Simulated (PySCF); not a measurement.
# C5H3BrN4: the cost of one run

The runs use PySCF 2.14.0, with density-fitted response routines of our own; the level of theory stands in each step. All values are computed, except where a source is named. Atoms count from 0, in the outputs and in this text.

## Step 1: The molecule as given

13 atoms, charge 0, multiplicity 1; geometry from: GFN2-xTB.

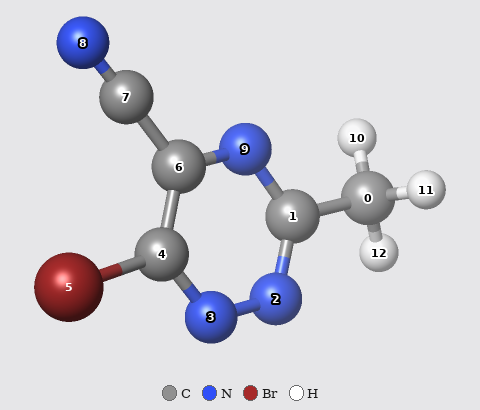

As it starts; carbon grey, nitrogen blue, bromine red, hydrogen white, atoms numbered; sticks join atoms by distance.

## Step 2: Excited states and response: PBE0/def2-SVPD

The job: settings as JSON, then the geometry in Å.

```
{"job": {"kind": "uv", "xc": "PBE0", "basis": "def2-SVPD", "nstates": 8, "ntriplets": 3}, "charge": 0, "multiplicity": 1}
C     -2.326790     0.369866    -0.304924
C     -0.941084    -0.109635    -0.086349
N     -0.749321    -1.413449     0.081817
N      0.449841    -1.868189     0.257067
C      1.474197    -1.041483     0.276433
Br     3.181164    -1.792521     0.541415
C      1.272226     0.347348     0.111166
C      2.351173     1.272454     0.139363
N      3.242783     1.988886     0.166569
N      0.042490     0.792386    -0.072806
H     -2.425783     1.392228     0.047804
H     -2.546355     0.351976    -1.372194
H     -3.028930    -0.289378     0.196911
```

Method: TDDFT PBE0/def2-SVPD, vertical, gas phase, core orbitals frozen in the response.

Command:

```bash
OMP_NUM_THREADS=1 python probes_run.py task.json out
```

This one command runs all jobs of the session in turn.

**Question.** How long does this job take on 1 thread of Arm Neoverse V2, shared host, and how much memory does it need?

About 47 s, with a peak of 0.98 GiB.
